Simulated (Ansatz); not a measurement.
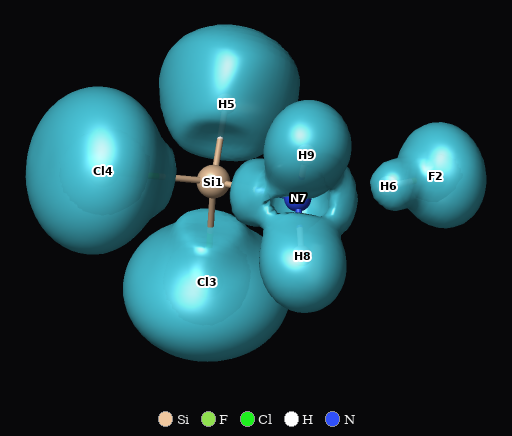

Figure. Cl$_{2}$H$_{3}$NSi···HF. Isosurface of the electron localisation function at 0.75 (cyan), seen from one side. Core shells and regions of very low density are left out.

The product side of a reaction path; geometry: PBE0-D4/def2-TZVP; a saddle point, not a minimum.

Theory: RKS PBE0-D4/def2-TZVPP (Ansatz).

```yaml
atoms:
  - { symbol: Si, position_ang: [-0.8768, 0.0463, -0.5837] }
  - { symbol: F, position_ang: [2.5449, 0.8642, 0.1425] }
  - { symbol: Cl, position_ang: [-0.2501, -1.1439, -2.1034] }
  - { symbol: Cl, position_ang: [-2.8293, -0.3879, -0.1607] }
  - { symbol: H, position_ang: [-0.8020, 1.4671, -0.9510] }
  - { symbol: H, position_ang: [1.7267, 0.4339, 0.3510] }
  - { symbol: N, position_ang: [0.1793, -0.2594, 0.7476] }
  - { symbol: H, position_ang: [0.3636, -1.2355, 0.9461] }
  - { symbol: H, position_ang: [-0.0563, 0.2152, 1.6115] }
```

> Describe the localisation domains.

The ELF exceeds this value in one region around a hydrogen nucleus, two regions on Cl in which the atom's valence shell and bonds are merged, one joined region spread over several atoms (F, H), in which their bonds and any lone pairs are merged and one joined region spread over several atoms (H, N), in which their bonds and any lone pairs are merged. Profiles from the grid: N7···H6 (1.74 Å): the ELF dips to about 0.30 between them: by its geometry a hydrogen bond between the two molecules, with no shared pair. Si–N (1.73 Å): the ELF peaks at about 0.90 between the atoms; a polar covalent bond.
